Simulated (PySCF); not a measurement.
```xyz
19

C     2.5389    0.6325   -0.9124
C     2.0269   -0.1300    0.0381
C     0.6002   -0.4929    0.2095
Cl    0.5084   -2.3068    0.1629
Si   -0.2261   -0.0076    1.8843
C    -1.9335    0.2727    1.0816
C    -1.7987   -0.2331   -0.3562
C    -0.3757    0.0622   -0.8177
F    -0.1605   -0.4372   -2.0840
H     1.9460    1.0620   -1.7007
H     3.5932    0.8472   -0.9430
H     2.6735   -0.5625    0.7910
H    -0.1345   -1.1077    2.8353
H     0.3569    1.2369    2.3945
H    -2.7505   -0.2349    1.5891
H    -2.1809    1.3348    1.0762
H    -1.9534   -1.3121   -0.3990
H    -2.5190    0.2376   -1.0268
H    -0.2208    1.1482   -0.8886
```

Geometry: GFN2-xTB.

These are results of PySCF 2.14.0, PBE0/pcSseg-1, SCF density, gas phase, non-relativistic, not measurements.

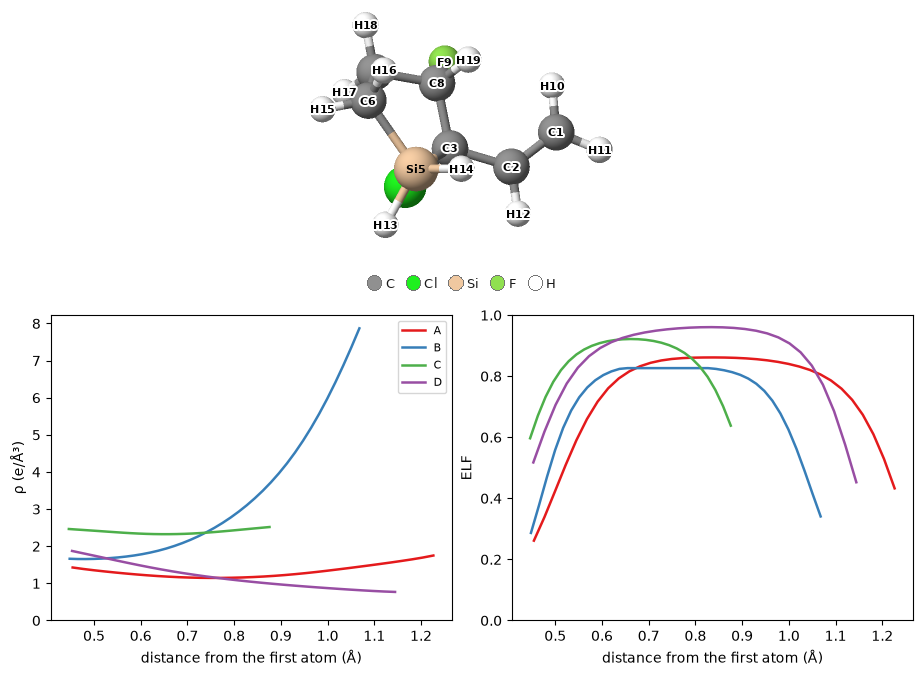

C₆H₁₀ClFSi. Electron density and ELF along straight lines between neighbouring atoms. The curves leave out the atomic cores. The structure is drawn too.

> Which curve belongs to which contact (C–C, C–Cl, C–F and C–Si)? The first atom named is at distance zero.

Curve A: C–Cl (1.82 Å): ρ is about 1.2 e/Å³ halfway; the ELF peaks at about 0.85 between the atoms; a shared electron pair. Curve B: C–F (1.38 Å): ρ is about 2.1 e/Å³ halfway, with its minimum of 1.7 e/Å³ about 0.5 Å from C; the ELF peaks at about 0.85 between the atoms (a shared but strongly polarised pair). Curve C: C–C (1.32 Å): ρ at the midpoint is about 2.3 e/Å³; the ELF peaks at about 0.90 between the atoms (a multiple bond). Curve D: C–Si (1.91 Å): ρ is about 0.91 e/Å³ halfway; the ELF peaks at about 0.95 between the atoms (localised, covalent bonding).
